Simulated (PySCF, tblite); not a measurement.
**C5H8BF+ (doublet): geometry, infrared bands and EPR parameters**

Aim: predict the infrared bands and EPR parameters of C5H8BF+ (doublet) (`CCB[C+]1C[C]1F`).

The runs use tblite 0.8.0 and PySCF 2.14.0, with density-fitted response routines of our own; the level of theory stands in each step. All values are computed, except where a source is named. Atoms are numbered from 0 throughout.

## 1. Starting geometry

15 atoms, charge 1, multiplicity 2; geometry from: force field or distance geometry start.

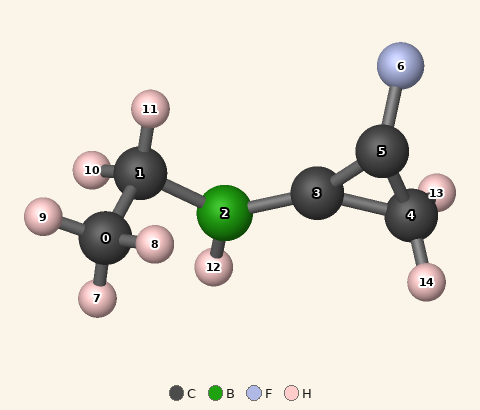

The starting geometry (carbon dark grey, boron green, fluorine light blue, hydrogen pink), atoms numbered.

## 2. Relaxing the molecule with GFN2-xTB

What the job is given:

```
{"job": {"kind": "relax", "xc": "GFN2-xTB", "basis": "xTB"}, "charge": 1, "multiplicity": 2}
C      2.329600    -0.321400     0.046500
C      1.234200    -0.128700    -1.032100
B      0.051600     0.720300    -0.392700
C     -1.207000     0.067800     0.264800
C     -2.470900     0.355000     1.036500
C     -2.083300    -1.055600     0.685500
F     -2.822100    -1.681500    -0.299200
H      2.573300     0.714000     0.364200
H      1.880900    -0.912600     0.866100
H      3.199500    -0.758600    -0.412200
H      1.679700     0.506300    -1.818700
H      0.902500    -1.085900    -1.459900
H      0.241400     1.885600    -0.296000
H     -3.211200     0.902800     0.409200
H     -2.302600     0.800700     2.016200
```

The run is started by

```
$ OMP_NUM_THREADS=1 python probes_run.py task.json out
```

One launch serves the whole session: the jobs run in the order shown.

The program printed:

```text
step      E/eV     max force
  0    -546.51234    5.635
  1    -547.14973    3.576
  2    -547.71105    2.777
  3    -547.87545    1.247
  4    -547.96577    0.990
  5    -548.01398    0.693
  6    -548.05198    0.798
  7    -548.07912    0.497
  8    -548.10216    0.513
  9    -548.12619    0.453
 10    -548.14089    0.309
 11    -548.15171    0.296
 12    -548.16232    0.307
 13    -548.17267    0.305
 14    -548.18026    0.207
 15    -548.18521    0.195
 16    -548.18920    0.154
 17    -548.19213    0.182
 18    -548.19452    0.171
 19    -548.19724    0.168
 20    -548.20106    0.206
 21    -548.20600    0.211
 22    -548.21066    0.224
 23    -548.21438    0.203
 24    -548.21936    0.223
 25    -548.22600    0.261
 26    -548.23231    0.220
 27    -548.23655    0.151
 28    -548.23940    0.168
 29    -548.24304    0.195
 30    -548.24925    0.293
 31    -548.25666    0.335
 32    -548.26285    0.253
 33    -548.26741    0.165
 34    -548.27258    0.227
 35    -548.27694    0.259
 36    -548.28479    0.314
 37    -548.29216    0.249
 38    -548.30050    0.259
 39    -548.30824    0.359
 40    -548.31967    0.409
 41    -548.33195    0.407
 42    -548.34833    0.290
 43    -548.35483    0.431
 44    -548.36127    0.212
 45    -548.36639    0.239
 46    -548.37447    0.302
 47    -548.38013    0.248
 48    -548.38650    0.162
 49    -548.39051    0.151
 50    -548.39425    0.191
 51    -548.39751    0.176
 52    -548.40024    0.152
 53    -548.40124    0.219
 54    -548.40414    0.189
 55    -548.40624    0.138
 56    -548.41162    0.137
 57    -548.41762    0.195
 58    -548.42327    0.180
 59    -548.42998    0.139
 60    -548.43101    0.167
 61    -548.43410    0.127
 62    -548.43639    0.112
 63    -548.44068    0.120
 64    -548.44259    0.143
 65    -548.44480    0.127
 66    -548.44723    0.153
 67    -548.44896    0.128
 68    -548.44999    0.091
 69    -548.45100    0.103
 70    -548.45179    0.095
 71    -548.45278    0.093
 72    -548.45379    0.090
 73    -548.45485    0.110
 74    -548.45613    0.116
 75    -548.45756    0.115
 76    -548.45972    0.126
 77    -548.46098    0.151
 78    -548.46286    0.144
 79    -548.46419    0.143
 80    -548.46546    0.105
 81    -548.46670    0.125
 82    -548.46822    0.128
 83    -548.46976    0.104
 84    -548.47125    0.091
 85    -548.47282    0.107
 86    -548.47427    0.123
 87    -548.47588    0.124
 88    -548.47716    0.067
 89    -548.47840    0.111
 90    -548.47900    0.107
 91    -548.48019    0.111
 92    -548.48098    0.080
 93    -548.48164    0.065
 94    -548.48211    0.072
 95    -548.48264    0.080
 96    -548.48339    0.080
 97    -548.48412    0.056
 98    -548.48469    0.060
 99    -548.48504    0.049
100    -548.48525    0.044
101    -548.48547    0.044
102    -548.48575    0.036
103    -548.48616    0.030
104    -548.48628    0.024
105    -548.48643    0.025
106    -548.48658    0.036
107    -548.48681    0.044
108    -548.48707    0.042
109    -548.48731    0.037
110    -548.48750    0.048
111    -548.48765    0.052
112    -548.48782    0.059
113    -548.48799    0.055
114    -548.48814    0.036
115    -548.48829    0.032
116    -548.48847    0.031
117    -548.48868    0.034
118    -548.48882    0.030
119    -548.48890    0.022
120    -548.48895    0.018
121    -548.48901    0.020
122    -548.48908    0.017
123    -548.48912    0.013
124    -548.48913    0.010
125    -548.48915    0.011
126    -548.48916    0.013
127    -548.48918    0.016
128    -548.48921    0.013
129    -548.48923    0.011
130    -548.48924    0.011
131    -548.48926    0.010
132    -548.48929    0.015
133    -548.48933    0.020
134    -548.48941    0.022
135    -548.48955    0.027
136    -548.48980    0.037
137    -548.49015    0.040
138    -548.49054    0.046
139    -548.49088    0.035
140    -548.49108    0.026
141    -548.49121    0.024
142    -548.49132    0.028
143    -548.49148    0.031
144    -548.49167    0.043
145    -548.49192    0.064
146    -548.49213    0.056
147    -548.49265    0.059
148    -548.49345    0.073
149    -548.49418    0.144
150    -548.49570    0.112
151    -548.49835    0.095
152    -548.49708    0.368
153    -548.50377    0.143
154    -548.50724    0.176
155    -548.50818    0.345
156    -548.51557    0.161
157    -548.52000    0.145
158    -548.52571    0.267
159    -548.52987    0.198
160    -548.53189    0.107
161    -548.53348    0.092
162    -548.53431    0.089
163    -548.53506    0.109
164    -548.53582    0.106
165    -548.53663    0.039
166    -548.53698    0.063
167    -548.53726    0.068
168    -548.53764    0.051
169    -548.53811    0.049
170    -548.53852    0.055
171    -548.53893    0.062
172    -548.53938    0.054
173    -548.53981    0.054
174    -548.54019    0.051
175    -548.54015    0.071
176    -548.54051    0.045
177    -548.54064    0.040
178    -548.54072    0.021
179    -548.54078    0.013
180    -548.54081    0.012
181    -548.54083    0.006
```

It took 1.1 s on 1 thread of Arm Neoverse V1, shared host; peak memory 0.17 GiB.

Step by step: (not every step is listed)

```csv
step,energy from step 0 (eV),largest force (eV/Å)
0,0.0000,5.6351
1,-0.6374,3.5762
2,-1.1987,2.7766
3,-1.3631,1.2470
4,-1.4534,0.9901
5,-1.5016,0.6931
6,-1.5396,0.7982
7,-1.5668,0.4968
8,-1.5898,0.5134
24,-1.7070,0.2230
40,-1.8073,0.4091
56,-1.8993,0.1366
72,-1.9415,0.0900
88,-1.9648,0.0671
104,-1.9739,0.0239
120,-1.9766,0.0183
136,-1.9775,0.0365
152,-1.9847,0.3675
168,-2.0253,0.0506
176,-2.0282,0.0446
177,-2.0283,0.0399
178,-2.0284,0.0206
179,-2.0284,0.0127
180,-2.0285,0.0116
181,-2.0285,0.0060
```

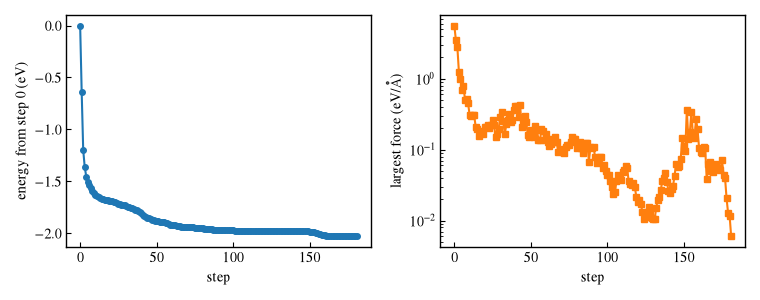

Energy and force, step by step.

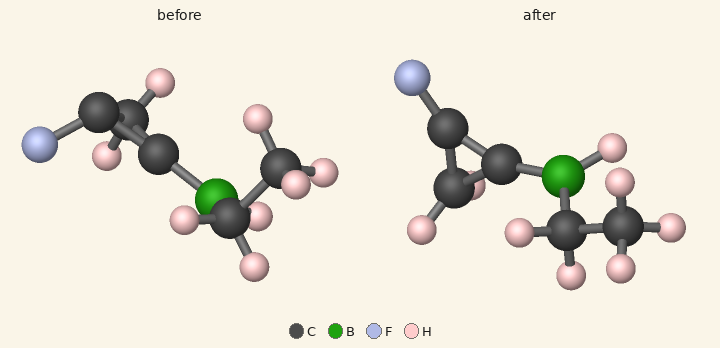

Before and after, at one scale.

Close pairs (by a distance rule), those that changed most:

```csv
bond,before (Å),after (Å),change (Å)
C3–C5,1.486,1.344,-0.141
C5–F6,1.381,1.281,-0.100
B2–C3,1.563,1.486,-0.076
C4–C5,1.504,1.445,-0.059
C0–C1,1.549,1.506,-0.043
C3–C4,1.508,1.541,+0.032
C4–H13,1.114,1.089,-0.025
C0–H7,1.110,1.086,-0.024
```

The next job starts from the end point, and lists it.

## 3. Vibrational analysis with GFN2-xTB

What the job is given:

```
{"job": {"kind": "ir", "xc": "GFN2-xTB", "basis": "xTB"}, "charge": 1, "multiplicity": 2}
C      2.568206    -0.230261    -0.573659
C      1.072451    -0.126824    -0.719102
B      0.224979     0.315397     0.559670
C     -1.242428     0.092344     0.640736
C     -2.652108     0.535656     0.204401
C     -2.329172    -0.553167     1.098369
F     -2.779894    -1.529003     1.795539
H      3.013393     0.696398    -0.222132
H      2.851616    -1.046086     0.088730
H      3.010251    -0.462527    -1.547511
H      0.819342     0.701498    -1.397432
H      0.665285    -1.044911    -1.146340
H      0.811410     0.846769     1.418461
H     -2.998899     0.334380    -0.808073
H     -3.038844     1.478326     0.586432
```

The program printed:

```text
mode    cm-1     km/mol
  1      39.6      1.33
  2      52.7      2.81
  3     104.7      0.89
  4     177.5      1.77
  5     236.7      4.72
  6     282.0      2.77
  7     288.3      0.39
  8     355.3      2.50
  9     429.8      8.12
 10     558.6      1.62
 11     661.7     45.47
 12     710.4     49.56
 13     748.8      4.74
 14     840.0     23.20
 15     861.0     18.04
 16     893.3      4.54
 17     911.6      0.94
 18     949.8     28.75
 19     986.8     30.44
 20    1018.1    100.97
 21    1094.9    198.66
 22    1132.3    368.10
 23    1161.4     46.96
 24    1224.7     48.03
 25    1322.4     60.19
 26    1350.9     71.95
 27    1367.9    287.13
 28    1379.5     41.57
 29    1391.0     93.28
 30    1442.2     45.80
 31    1839.9    722.00
 32    2632.0      6.91
 33    2875.5     10.48
 34    2950.3    129.96
 35    2959.8     17.19
 36    2979.4     92.57
 37    2980.2     15.61
 38    3032.5     38.98
 39    3059.5      9.93
```

Run time: 0.42 s. Hardware: 1 thread of Arm Neoverse V1, shared host; peak memory 0.17 GiB.

The strongest bands and the atoms that carry them (share of the mass-weighted mode):

```csv
cm⁻¹,km/mol,atoms
1018,101.0,"H14 36 %, H13 35 %, C4 24 %"
1095,198.7,"C1 39 %, C0 31 %"
1132,368.1,"C4 22 %, H10 20 %, C5 15 %"
1368,287.1,"H14 32 %, H13 31 %"
1391,93.3,"H7 24 %, H9 21 %, H11 17 %, H10 11 %"
1840,722.0,"C5 58 %, C3 31 %"
2950,130.0,H9 91 %
2979,92.6,"H14 42 %, H11 37 %, H13 15 %"
```

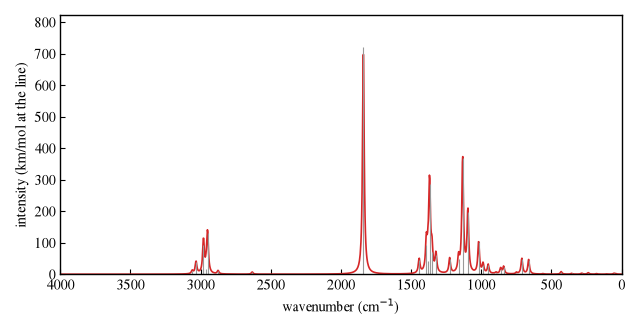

The infrared spectrum from these modes, unscaled. Lines are broadened to a width of 14 cm⁻¹ (Lorentzian).

## 4. g tensor and hyperfine couplings: B3LYP/pcH-1

Same as in step 3 but for these lines:

```diff
@@ -1,2 +1,2 @@
-{"job": {"kind": "ir", "xc": "GFN2-xTB", "basis": "xTB"}, "charge": 1, "multiplicity": 2}
+{"job": {"kind": "epr", "basis": "pcH-1"}, "charge": 1, "multiplicity": 2}
 C      2.568206    -0.230261    -0.573659
```

Method: UKS B3LYP, pcH-1 on B C F H, non-relativistic, mean-field spin-orbit, GIAO.

The program printed:

```text
UKS, coarse grid
  cycle   1  E = -319.54475881  |g| = 4.31e-01
  cycle   2  E = -319.11781300  |g| = 9.28e-01
  cycle   3  E = -319.62104283  |g| = 1.49e-01
  cycle   4  E = -319.63401238  |g| = 6.95e-02
  cycle   5  E = -319.63570828  |g| = 1.87e-02
  cycle   6  E = -319.63587303  |g| = 1.01e-02
  cycle   7  E = -319.63592747  |g| = 3.75e-03
  cycle   8  E = -319.63593968  |g| = 2.31e-03
  cycle   9  E = -319.63594298  |g| = 6.84e-04
UKS, final grid
  cycle   1  E = -319.63600632  |g| = 9.97e-04
  cycle   2  E = -319.63600534  |g| = 1.72e-03
  cycle   3  E = -319.63600684  |g| = 1.89e-04
  cycle   4  E = -319.63600686  |g| = 5.66e-05
  cycle   5  E = -319.63600686  |g| = 4.19e-05
  cycle   6  E = -319.63600686  |g| = 1.08e-05
E = -319.63600686 Eh   <S^2> = 0.7530 (exact 0.7500)
g shifts (ppm)      1          2          3
  rmc          -174       -174       -174
  gc              3         26         11
  oz_so         133       1771       2652
  total         -37       1624       2490
hyperfine (MHz)  atom isotope    a_iso     a_fc   dipolar eigenvalues
    0   13C      -4.95      -4.95     -2.24     -1.83      4.07
    1   13C      27.94      27.94    -13.13    -12.62     25.75
    2   11B     -22.90     -22.90     -8.12     -3.95     12.08
    3   13C      19.76      19.76    -29.27    -24.35     53.62
    4   13C     -40.44     -40.44     -8.44     -0.43      8.87
    5   13C      30.90      30.90    -34.26    -30.21     64.47
    6   19F      87.25      87.25   -161.38   -151.12    312.50
    7    1H      -0.33      -0.33     -1.77     -0.36      2.13
    8    1H      13.84      13.84     -1.78     -1.22      3.00
    9    1H      48.61      48.61     -2.30     -1.01      3.31
   10    1H      30.31      30.31     -5.69     -0.80      6.48
   11    1H      -3.55      -3.55     -5.87      0.21      5.66
   12    1H     136.25     136.25     -4.14     -2.93      7.07
   13    1H     218.68     218.68     -5.29     -4.74     10.04
   14    1H     202.91     202.91     -5.49     -4.90     10.39
```

Wall time 67 s (1 thread of Arm Neoverse V1, shared host); peak memory 0.98 GiB.

Principal g values 2.00228, 2.00394, 2.00481; g(iso) = 2.00368, against 2.00232 for a free electron.

Hyperfine couplings; where a row names several nuclei, a(iso) is their mean (it holds for fast rotation or exchange) and the dipolar term the largest among them:

```csv
nuclei,isotope,a(iso) (MHz),"a(iso) (G, at g = 2.0023)",largest dipolar term (MHz)
"H13, H14",1H,210.8,75.2,10.4
H12,1H,136.2,48.6,7.1
F6,19F,87.2,31.1,312.5
C4,13C,-40.4,-14.4,8.9
C5,13C,30.9,11.0,64.5
C1,13C,27.9,10.0,25.8
B2,11B,-22.9,-8.2,12.1
"H7, H8, H9",1H,20.7,7.4,3.3
C3,13C,19.8,7.0,53.6
"H10, H11",1H,13.4,4.8,6.5
C0,13C,-5.0,-1.8,4.1
```

Mulliken spin populations:

C0 0.01; C1 0.11; B2 0.01; C3 0.30; C4 -0.06; C5 0.31; F6 0.06; H7 0.00; H8 0.01; H9 0.02; H10 0.01; H11 0.00; H12 0.05; H13 0.09; H14 0.08

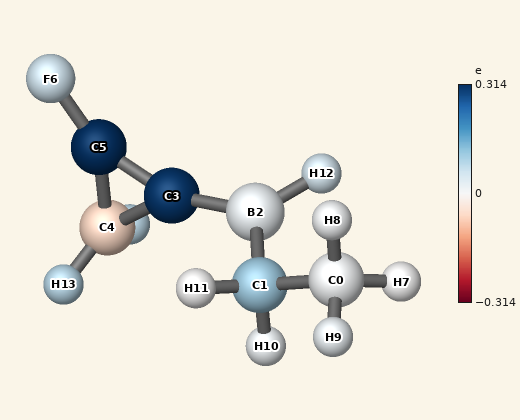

Mulliken spin populations, as colours on the atoms.

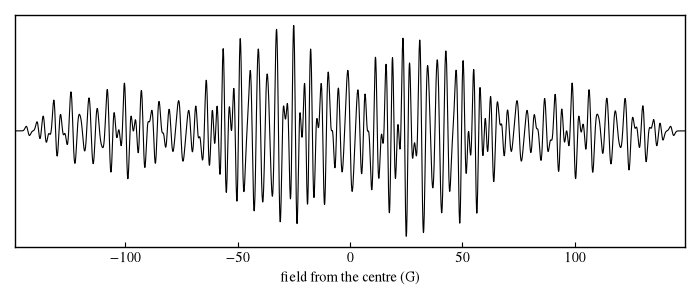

First-order isotropic spectrum (first derivative, main isotopes with spin only, couplings over 0.8 MHz, Gaussian width 0.7 G; couplings of the frozen geometry, rotation of groups not averaged beyond the rows shown).

Orbitals, density, ELF and potential are computed afterwards from the orbital file.

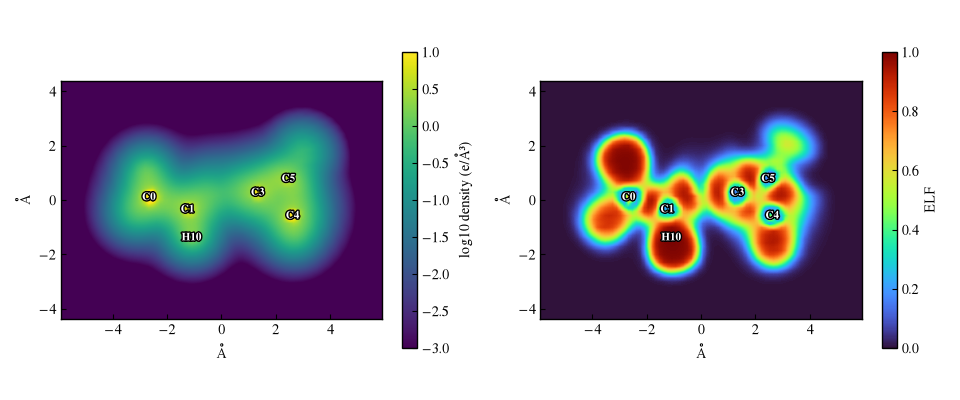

Density (left) and ELF (right) in a plane through or near 6 of the atoms.

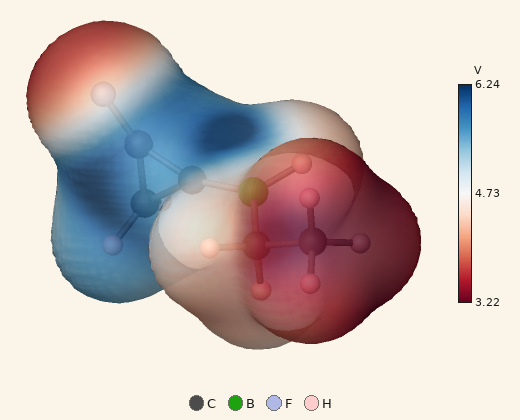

The potential that a unit positive charge feels on the 0.002 e/bohr³ surface, from 3.22 to 6.24 V.

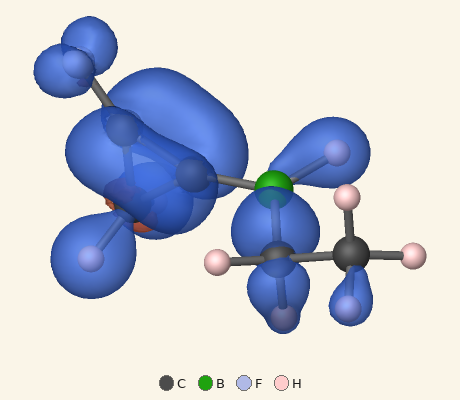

Spin density at ±0.02 e/Å³ (alpha excess blue, beta excess red).

## 5. Results

| quantity | value |
| --- | --- |
| strongest single infrared mode (GFN2-xTB) | 1840 cm⁻¹, 722 km/mol |
| zero-point energy (GFN2-xTB) | 70.5 kcal/mol |
| g(iso) (B3LYP) | 2.00368 |
| ⟨S²⟩ | 0.753 (exact 0.75) |
| largest a(iso) (averaged by class) | 1H on H13, H14, 210.8 MHz |

In words: Relaxing lowered the energy by 2.028 eV in 181 steps; the close pair that moved most is C3–C5, from 1.486 to 1.344 Å. All 39 modes are real, so the xTB geometry is a minimum. The strongest single mode, at 1840 cm⁻¹, moves mainly C5 and C3. Unscaled tight-binding wavenumbers are off by several per cent, some by more. Its intensities can rank the bands wrongly. The largest spin populations lie on C5 (0.31 e), C3 (0.30 e). The isotropic g lies 1.4 ppt above the free-electron value. These values are for one conformer; the search (at its own cheap level) found 2 more, at 0.03, 0.33 kcal/mol (those within 0.05 may be mirror or relabelled copies), and measured spectra average over such forms.
